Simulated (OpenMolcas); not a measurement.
# One shape, several levels: doublet [O2]−

We compute a comparison of 6 runs (UHF/3-21G, UB3LYP/6-31G*, UB3LYP/aug-cc-pVTZ, UBHLYP/aug-cc-pVTZ, UTPSS/aug-cc-pVTZ) of doublet [O2]−. 

The calculation is run with OpenMolcas 26.06.

1 further run of the same task is left out (it didn't finish).

## (1) Starting point

[O2]− has 2 atoms, charge -1, and is taken as a doublet. As SMILES of the parent species, `O=O`. The shape is that of a PBE0-D4/def2-TZVP optimisation. That shape belongs to the parent species and isn't relaxed for this state.

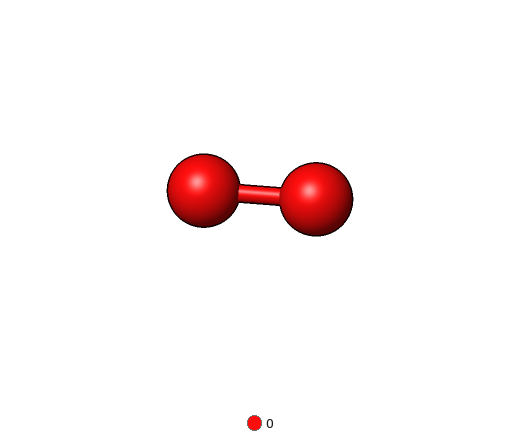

The structure, seen from a chosen angle (oxygen red).

## (2) The energy at UHF/3-21G (run 1)

job.inp reads:

```
&gateway
  baslib = $CurrDir
  coord
  2
  angstrom
  O        0.509550      -0.164850       0.262450
  O       -0.509550       0.164850      -0.262450
  basis = 3-21G
  group = NoSym

&seward

&scf
  uhf
  charge = -1
  spin = 2
  thresholds = 1e-10 1e-07 1e-07 1e-05
  prorbitals = 0
```

The basis set 3-21G is read from a file made from the Basis Set Exchange's data (not shown).

Run with:

```
$ export MOLCAS_MEM=1860
$ pymolcas job.inp > job.log
```

What it wrote:

```text
--- Start Module: gateway ---
[...]
--- Stop Module: gateway /rc=_RC_ALL_IS_WELL_ ---
--- Start Module: seward ---
[...]
      Basis functions           18
--- Stop Module: seward /rc=_RC_ALL_IS_WELL_ ---
[...]
--- Start Module: scf ---
[...]
       Convergence after  20 Iterations
[...]
::    Total SCF energy                               -148.6781460637
[...]
      Total spin, S                                     0.5030627181
[...]
      Total electronic charge=   17.000000
      Total            charge=   -1.000000
[...]
      Dipole Moment (debye):
      Origin of the operator (angstrom)=    0.0000    0.0000    0.0000
                   X= -6.4339E-14               Y=  2.5679E-14               Z= -3.4004E-14           Total=  7.7170E-14
      Center of Charge (angstrom)
[...]
--- Stop Module: scf /rc=_RC_ALL_IS_WELL_ ---
[...]
```

Run time: 4.2 s. Hardware: 1 thread of Intel Xeon Platinum 8259CL at 2.50GHz (Skylake/Cascade Lake), shared host; peak memory 0.37 GiB.

## (3) A single-point energy at UB3LYP/6-31G(d) (spherical functions) (run 2)

calc.inp reads:

```
>>> EXPORT MOLCAS_PRINT=2

&GATEWAY
  BasLib=$CurrDir
  Coord
  2
  bohr
  O      0.96290995    -0.31152135     0.49595862
  O     -0.96290995     0.31152135    -0.49595862
  Basis=6-31Gs
  Group=NoSym

&SEWARD
  GridInput
  Grid=UltraFine
  End of Grid

&SCF
  UHF
  Charge=-1
  Spin=2
  KSDFT=B3LYP
  Thresholds=1e-10 1e-07 1e-07 1e-05
  PrOrbitals=1 1
```

The basis set 6-31G* is read from a file made from the Basis Set Exchange's data (not shown).

Run with:

```
$ export MOLCAS_MEM=1860
$ pymolcas calc.inp > calc.log
```

What it wrote:

```text
--- Start Module: gateway ---
[...]
--- Stop Module: gateway /rc=_RC_ALL_IS_WELL_ ---
--- Start Module: seward ---
[...]
      Basis functions           28
--- Stop Module: seward /rc=_RC_ALL_IS_WELL_ ---
--- Start Module: scf ---
[...]
       Convergence after  20 Iterations
[...]
::    Total KS-DFT energy                            -150.2655252300
[...]
      Total spin, S                                     0.5012065396
[...]
      Total electronic charge=   17.000000
      Total            charge=   -1.000000
[...]
      Dipole Moment (debye):
      Origin of the operator (angstrom)=    0.0000    0.0000    0.0000
                   X= -1.6576E-09               Y=  5.3642E-10               Z= -8.5407E-10           Total=  1.9403E-09
      Center of Charge (angstrom)
[...]
--- Stop Module: scf /rc=_RC_ALL_IS_WELL_ ---
[...]
```

It took 9.3 s on 1 thread of Intel Xeon Platinum 8259CL at 2.50GHz (Skylake/Cascade Lake), shared host; peak memory 0.37 GiB.

Run 3 isn't shown in full; the table further down has it.

## (4) A single-point energy at UB3LYP/aug-cc-pVTZ (run 4)

test.input reads:

```
* O2 Kohn-Sham DFT

&GATEWAY
 BasLib
 $CurrDir
 Coord
 2
 angstrom
 O        0.509550      -0.164850       0.262450
 O       -0.509550       0.164850      -0.262450
 Basis
 aug-cc-pVTZ
 Group
 NoSym

&SEWARD
 GridInput
 Grid=UltraFine
 End of Grid

&SCF
 UHF
 Charge
 -1
 Spin
 2
 KSDFT
 B3LYP
 Thresholds
 1e-10 1e-07 1e-07 1e-05
 PrOrbitals
 1 2
```

The basis set aug-cc-pVTZ is read from a file made from the Basis Set Exchange's data (not shown).

Run with:

```
$ export MOLCAS_MEM=1860
$ pymolcas test.input > test.log
```

What it wrote:

```text
--- Start Module: gateway ---
[...]
--- Stop Module: gateway /rc=_RC_ALL_IS_WELL_ ---
--- Start Module: seward ---
[...]
      Basis functions           92
--- Stop Module: seward /rc=_RC_ALL_IS_WELL_ ---
[...]
--- Start Module: scf ---
[...]
       Convergence after  23 Iterations
[...]
::    Total KS-DFT energy                            -150.3815344673
[...]
      Total spin, S                                     0.5029482356
[...]
      Total electronic charge=   17.000000
      Total            charge=   -1.000000
[...]
      Dipole Moment (debye):
      Origin of the operator (angstrom)=    0.0000    0.0000    0.0000
                   X= -4.2842E-13               Y= -1.4965E-13               Z=  8.3104E-13           Total=  9.4687E-13
      Center of Charge (angstrom)
[...]
--- Stop Module: scf /rc=_RC_ALL_IS_WELL_ ---
[...]
```

Wall time 40 s (1 thread of Intel Xeon Platinum 8259CL at 2.50GHz (Skylake/Cascade Lake), shared host); peak memory 0.51 GiB.

Run 5 isn't shown in full; the table further down has it.

## (5) The energy at UTPSS/aug-cc-pVTZ (run 6)

calc.input reads:

```
* O2 Kohn-Sham DFT
>>> EXPORT MOLCAS_PRINT=2
&GATEWAY
BASLIB
$CurrDir
COORD
2
angstrom
O        0.509550      -0.164850       0.262450
O       -0.509550       0.164850      -0.262450
BASIS
aug-cc-pVTZ
GROUP
NoSym
&SEWARD
GRIDINPUT
Grid=UltraFine
End of Grid
&SCF
UHF
CHARGE
-1
SPIN
2
KSDFT
2
1.0 MGGA_X_TPSS
1.0 MGGA_C_TPSS
THRESHOLDS
1e-10 1e-07 1e-07 1e-05
PRORBITALS
1 1
```

The basis set aug-cc-pVTZ is read from a file made from the Basis Set Exchange's data (not shown).

Run with:

```
$ export MOLCAS_MEM=1860
$ pymolcas calc.input > calc.log
```

What it wrote:

```text
--- Start Module: gateway ---
[...]
--- Stop Module: gateway /rc=_RC_ALL_IS_WELL_ ---
--- Start Module: seward ---
[...]
      Basis functions           92
--- Stop Module: seward /rc=_RC_ALL_IS_WELL_ ---
[...]
--- Start Module: scf ---
[...]
       Convergence after  24 Iterations
[...]
::    Total KS-DFT energy                            -150.3949597888
[...]
      Total spin, S                                     0.5018641412
[...]
      Total electronic charge=   17.000000
      Total            charge=   -1.000000
[...]
      Dipole Moment (debye):
      Origin of the operator (angstrom)=    0.0000    0.0000    0.0000
                   X= -1.2794E-09               Y=  4.1402E-10               Z= -6.5969E-10           Total=  1.4978E-09
      Center of Charge (angstrom)
[...]
--- Stop Module: scf /rc=_RC_ALL_IS_WELL_ ---
[...]
```

Wall time 66 s (1 thread of Intel Xeon Platinum 8259CL at 2.50GHz (Skylake/Cascade Lake), shared host); peak memory 0.51 GiB.

## (6) Overview of the runs

```
run                                level  integration grid  Cartesian functions  energy (Eh)  HOMO energy (eV)  LUMO energy (eV)   ⟨S²⟩  wall time
  1                            UHF/3-21G                 –                   no  -148.678146              1.29             15.73  0.756      4.2 s
  2  UB3LYP/6-31G* (spherical functions)         UltraFine                   no  -150.265525              5.58              8.57  0.752      9.3 s
  3  UB3LYP/6-31G* (Cartesian functions)         UltraFine                  yes  -150.270446              5.52              8.51  0.752      8.7 s
  4                   UB3LYP/aug-cc-pVTZ         UltraFine                   no  -150.381534              3.12              5.71  0.756       40 s
  5                   UBHLYP/aug-cc-pVTZ         UltraFine                   no  -150.300050              1.50              6.26  0.761       47 s
  6                    UTPSS/aug-cc-pVTZ         UltraFine                   no  -150.394960              4.33              5.02  0.754       66 s
```

## (7) Results

| quantity | value |
| --- | --- |
| run 6: total energy | -150.39496 Eh |
| run 6: HOMO energy (highest over α and β) | 4.33 eV |
| run 6: LUMO energy (lowest over α and β) | 5.02 eV |
| run 6: ⟨S²⟩ | 0.754 |

Totals of different functionals can't be ranked against each other. In runs 1, 2, 3, 4, 5, 6 the HOMO lies above zero, so the outermost electron may be held by the basis alone. All runs together took 2.9 min, the longest 66 s.
